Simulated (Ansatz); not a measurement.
# Alloy of GaN and ZnO (30 of 48 Ga sites, 30 of 48 N sites exchanged), 96 atoms

Aim: relax the alloy cell and compare the gap by PBEsol and r²SCAN.

Method: density functional theory in Ansatz 0.2.0, PAW datasets, plane waves.

### 1 The system as built

96 atoms (30 Zn, 18 Ga, 30 O, 18 N); a = 9.636 Å, b = 11.127 Å, c = 10.407 Å, α = 90.00°, β = 90.00°, γ = 90.00°. All atoms were shaken off their sites by about 0.02 Å along each axis.

The runs, in order: (2) PBEsol cell relaxation at the single k point (¼, ¼, ¼), on 1 × NVIDIA H100 80GB HBM3 with 4 threads of AMD EPYC 7R13; (3) r²SCAN single point at the single k point (¼, ¼, ¼), on 1 × NVIDIA H100 80GB HBM3 with 4 threads of AMD EPYC 7R13.

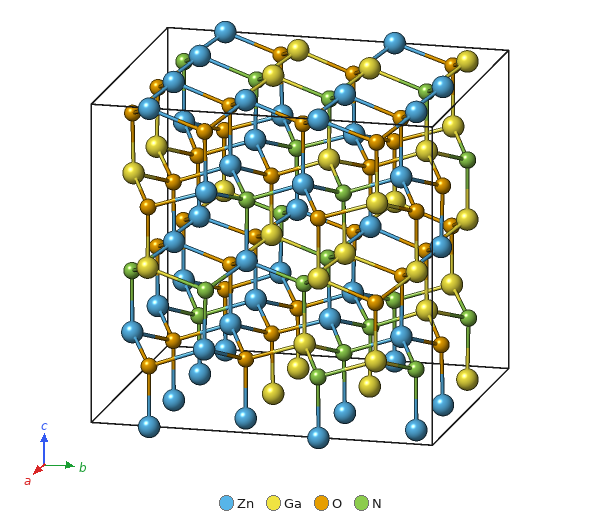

Start, viewed slightly off an axis; zinc blue, gallium yellow, oxygen amber, nitrogen green. Atoms on faces are repeated.

### 2 PBEsol relaxation of the cell and the positions

The input, in.yaml:

```yaml
crystal:
  lattice:
    - [9.635989, 0.000000, 0.000000]
    - [0.000000, 11.126682, 0.000000]
    - [0.000000, 0.000000, 10.407073]
  atoms:
    - { symbol: Zn, position: [0.165443, 0.084201, 0.251451] }
    - { symbol: Zn, position: [0.166734, 0.085485, 0.750484] }
    - { symbol: Zn, position: [0.001741, 0.330853, 0.253480] }
    - { symbol: Zn, position: [0.999774, 0.336353, 0.747882] }
    - { symbol: Zn, position: [0.502773, 0.083892, 0.252085] }
    - { symbol: Zn, position: [0.335720, 0.333456, 0.249176] }
    - { symbol: Zn, position: [0.333367, 0.331136, 0.751198] }
    - { symbol: Zn, position: [0.167071, 0.580669, 0.248722] }
    - { symbol: Zn, position: [0.169601, 0.584930, 0.747219] }
    - { symbol: Zn, position: [0.834742, 0.083254, 0.249927] }
    - { symbol: Zn, position: [0.665636, 0.333178, 0.252445] }
    - { symbol: Zn, position: [0.665004, 0.332756, 0.750365] }
    - { symbol: Zn, position: [0.499729, 0.587724, 0.246620] }
    - { symbol: Zn, position: [0.836874, 0.584059, 0.751171] }
    - { symbol: Zn, position: [0.665401, 0.834403, 0.248483] }
    - { symbol: Zn, position: [0.663650, 0.833330, 0.749816] }
    - { symbol: Zn, position: [0.000741, 0.169583, 0.998246] }
    - { symbol: Zn, position: [0.335481, 0.168180, 0.499015] }
    - { symbol: Zn, position: [0.331731, 0.168966, 0.002770] }
    - { symbol: Zn, position: [0.168713, 0.417532, 0.498155] }
    - { symbol: Zn, position: [0.000226, 0.665900, 0.998954] }
    - { symbol: Zn, position: [0.663377, 0.167711, 0.498265] }
    - { symbol: Zn, position: [0.666266, 0.167237, 0.001501] }
    - { symbol: Zn, position: [0.332971, 0.669227, 0.502198] }
    - { symbol: Zn, position: [0.834581, 0.418172, 0.497736] }
    - { symbol: Zn, position: [0.833527, 0.415470, 0.002568] }
    - { symbol: Zn, position: [0.668137, 0.669232, 0.998168] }
    - { symbol: Zn, position: [0.503780, 0.914164, 0.497449] }
    - { symbol: Zn, position: [0.503037, 0.919827, 0.000663] }
    - { symbol: Zn, position: [0.833712, 0.915544, 0.001431] }
    - { symbol: Ga, position: [0.500574, 0.080147, 0.752068] }
    - { symbol: Ga, position: [0.997655, 0.833215, 0.251687] }
    - { symbol: Ga, position: [0.998920, 0.837258, 0.748968] }
    - { symbol: Ga, position: [0.833552, 0.086533, 0.749603] }
    - { symbol: Ga, position: [0.498063, 0.584532, 0.746930] }
    - { symbol: Ga, position: [0.332852, 0.834744, 0.251423] }
    - { symbol: Ga, position: [0.330403, 0.833850, 0.751674] }
    - { symbol: Ga, position: [0.830674, 0.587356, 0.247819] }
    - { symbol: Ga, position: [0.000096, 0.165064, 0.498420] }
    - { symbol: Ga, position: [0.169771, 0.420960, 0.999900] }
    - { symbol: Ga, position: [0.998633, 0.666052, 0.499856] }
    - { symbol: Ga, position: [0.501182, 0.417308, 0.499363] }
    - { symbol: Ga, position: [0.500069, 0.421242, 0.999824] }
    - { symbol: Ga, position: [0.330279, 0.666764, 0.999284] }
    - { symbol: Ga, position: [0.166633, 0.915942, 0.502519] }
    - { symbol: Ga, position: [0.166146, 0.916231, 0.999355] }
    - { symbol: Ga, position: [0.664955, 0.668739, 0.497774] }
    - { symbol: Ga, position: [0.831231, 0.916889, 0.498763] }
    - { symbol: O, position: [0.996663, 0.168123, 0.188231] }
    - { symbol: O, position: [0.002798, 0.167007, 0.689660] }
    - { symbol: O, position: [0.334052, 0.163190, 0.689438] }
    - { symbol: O, position: [0.165398, 0.418519, 0.187333] }
    - { symbol: O, position: [0.003035, 0.665900, 0.690379] }
    - { symbol: O, position: [0.667383, 0.165829, 0.188576] }
    - { symbol: O, position: [0.666014, 0.165848, 0.686704] }
    - { symbol: O, position: [0.499288, 0.416922, 0.188054] }
    - { symbol: O, position: [0.500815, 0.416444, 0.684221] }
    - { symbol: O, position: [0.332602, 0.668851, 0.688845] }
    - { symbol: O, position: [0.829802, 0.414775, 0.187457] }
    - { symbol: O, position: [0.502165, 0.914710, 0.189496] }
    - { symbol: O, position: [0.498487, 0.918224, 0.688386] }
    - { symbol: O, position: [0.837107, 0.916282, 0.689030] }
    - { symbol: O, position: [0.166014, 0.083543, 0.440095] }
    - { symbol: O, position: [0.999686, 0.331714, 0.938050] }
    - { symbol: O, position: [0.503563, 0.082650, 0.438710] }
    - { symbol: O, position: [0.499739, 0.083469, 0.938437] }
    - { symbol: O, position: [0.332493, 0.331815, 0.445915] }
    - { symbol: O, position: [0.166527, 0.586055, 0.439107] }
    - { symbol: O, position: [0.167350, 0.582330, 0.936086] }
    - { symbol: O, position: [0.001546, 0.833396, 0.436262] }
    - { symbol: O, position: [0.998826, 0.836016, 0.939793] }
    - { symbol: O, position: [0.837692, 0.084262, 0.939202] }
    - { symbol: O, position: [0.663241, 0.332869, 0.438345] }
    - { symbol: O, position: [0.666830, 0.332218, 0.938821] }
    - { symbol: O, position: [0.333783, 0.832641, 0.437800] }
    - { symbol: O, position: [0.834343, 0.583260, 0.940786] }
    - { symbol: O, position: [0.664018, 0.836262, 0.439366] }
    - { symbol: O, position: [0.667641, 0.833649, 0.935718] }
    - { symbol: N, position: [0.333132, 0.166222, 0.186157] }
    - { symbol: N, position: [0.167613, 0.415911, 0.690775] }
    - { symbol: N, position: [0.000260, 0.664669, 0.190575] }
    - { symbol: N, position: [0.332636, 0.669833, 0.186847] }
    - { symbol: N, position: [0.163074, 0.918681, 0.191875] }
    - { symbol: N, position: [0.163831, 0.916111, 0.688863] }
    - { symbol: N, position: [0.827609, 0.417617, 0.687621] }
    - { symbol: N, position: [0.668535, 0.666229, 0.186724] }
    - { symbol: N, position: [0.666561, 0.664315, 0.687742] }
    - { symbol: N, position: [0.831643, 0.913954, 0.191875] }
    - { symbol: N, position: [0.165814, 0.085180, 0.939080] }
    - { symbol: N, position: [0.999813, 0.334759, 0.439145] }
    - { symbol: N, position: [0.334232, 0.335804, 0.939911] }
    - { symbol: N, position: [0.836222, 0.082402, 0.443360] }
    - { symbol: N, position: [0.495985, 0.580915, 0.436789] }
    - { symbol: N, position: [0.502626, 0.586997, 0.938951] }
    - { symbol: N, position: [0.333355, 0.834380, 0.937947] }
    - { symbol: N, position: [0.833164, 0.586185, 0.438346] }
  symmetry: { detect: false }
kpoints:
  mp_grid: { grid: [1, 1, 1], shift: [0.25, 0.25, 0.25] }
hamiltonian:
  xc: pbesol
scf:
  occupations: { method: fermi_dirac, width: 0.01 }
relax:
  f_tol: 0.03
  max_steps: 80
  escape_saddle: false
  adjacent_minimum: "off"
  cell: { fix: [alpha, beta, gamma] }
output:
  forces: true
  eigenvalues: true
  populations: true
```

On the command line:

```bash
ansatz run in.yaml --threads 4 --pin off --max-ram 42750MiB --runs-dir r --events-out ev --progress --plain --backend cuda --devices 0, --max-vram 37GiB
```

The runs that follow: r²SCAN single point.

**Question.** What will these runs give? Wanted: for each run, top filled to lowest empty.

**Answer**, as computed:

| level | time | top filled to lowest empty (eV) |
| --- | --- | --- |
| PBEsol, relaxation | 20 s (GPU) | 1.08 |
| r²SCAN | 12 s (GPU) | 1.37 |

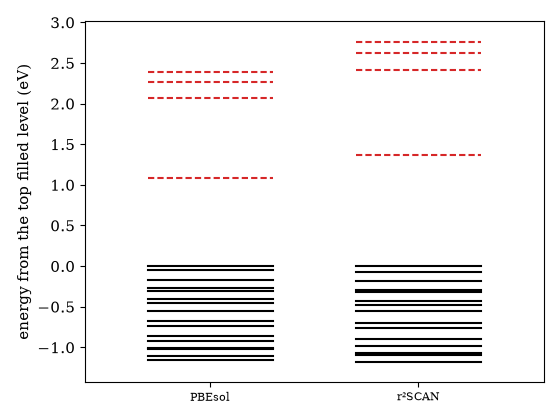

Levels near the gap by PBEsol, r²SCAN: filled black, empty red and dashed.

```
     quantity                                                                        value
   relaxation                                             7 recorded steps, 7.36 eV gained
largest shift                                                                0.23 Å (Zn14)
 relaxed cell  a = 9.690 Å, b = 11.161 Å, c = 10.448 Å, α = 90.00°, β = 90.00°, γ = 90.00°
   mean bonds                             Ga–N 1.898, Ga–O 1.934, N–Zn 1.943, O–Zn 2.039 Å
```

**Reading.** Relaxation gains 7.36 eV, with shifts up to 0.23 Å (Zn14), while the volume changes by +1.3 %. The mean lengths of the listed bonds run from Ga–N 1.90 Å to O–Zn 2.04 Å. With one k point the spacing samples only the states that fold onto it, so it can exceed the gap over the zone.
